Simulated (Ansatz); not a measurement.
Process, species as SMILES: NB (BH2-NH2) → B atom + 4 H atom + N atom
B3LYP-D3(BJ)/def2-TZVP geometries, fixed; electronic energies without zero-point terms.

Basis-set convergence of the atomisation energy at PBE0 with Ansatz (a program for electronic structure). Cartesian d functions, on some or all atoms, in 6-31G*, 6-31+G*; all else is spherical. The program fits the integrals of some runs and decomposes those of others, by size. Open shells are unrestricted. No added dispersion term, no relativity. Functions are those of the species that has most. Reference: the value in aug-pcseg-3, 501.88 kcal/mol, itself unsure by roughly 0.16 kcal/mol (its mean distance from aug-cc-pVQZ, cc-pV5Z, def2-QZVPPD). Deviations are taken from unrounded values.

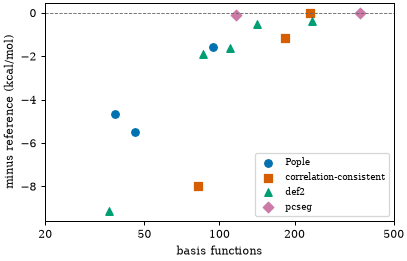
*Deviation from the reference against the number of basis functions, by family of sets.*

```csv
basis,functions,atomisation energy (kcal/mol),minus reference (kcal/mol)
def2-SV(P),36,492.75,-9.12
6-31G*,38,497.22,-4.66
6-31+G*,46,496.40,-5.48
aug-cc-pVDZ,82,493.89,-7.98
def2-TZVP,86,499.98,-1.89
"6-311++G(2d,2p)",94,500.28,-1.59
def2-TZVPD,110,500.26,-1.62
pcseg-2,116,501.78,-0.09
def2-TZVPPD,142,501.37,-0.50
aug-cc-pVTZ,184,500.73,-1.15
cc-pVQZ,230,501.86,-0.02
def2-QZVPP,234,501.49,-0.38
aug-pcseg-3,366,501.88,0.00
```
